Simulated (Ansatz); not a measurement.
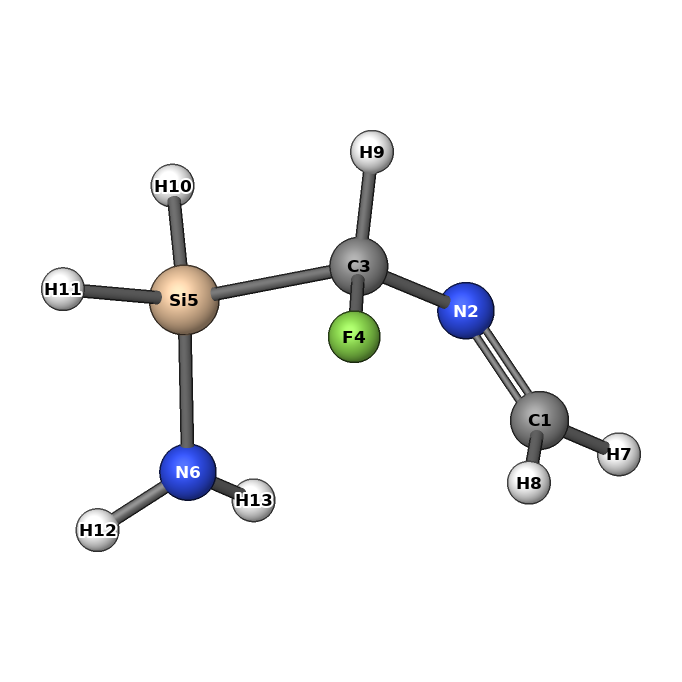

The questions are on Mulliken charges. Computed geometry: PBE-D4/def2-SVP optimisation. No frequency run is at hand to confirm it as a minimum. Level of theory: RKS PBE-D4/def2-SVP (Ansatz 0.2.0).

### Which atom carries the highest charge (most positive or least negative)?

Si5 (0.43 e).

### And the lowest?

N6 (−0.35 e).

Give the Mulliken charges atom by atom.

| atom | value (e) |
| --- | --- |
| C1 | −0.03 |
| N2 | −0.19 |
| C3 | 0.11 |
| F4 | −0.23 |
| Si5 | 0.43 |
| N6 | −0.35 |
| H7 | 0.05 |
| H8 | 0.05 |
| H9 | 0.06 |
| H10 | −0.09 |
| H11 | −0.07 |
| H12 | 0.13 |
| H13 | 0.13 |

Mulliken values depend strongly on the basis set and can even reverse the polarity of a bond.
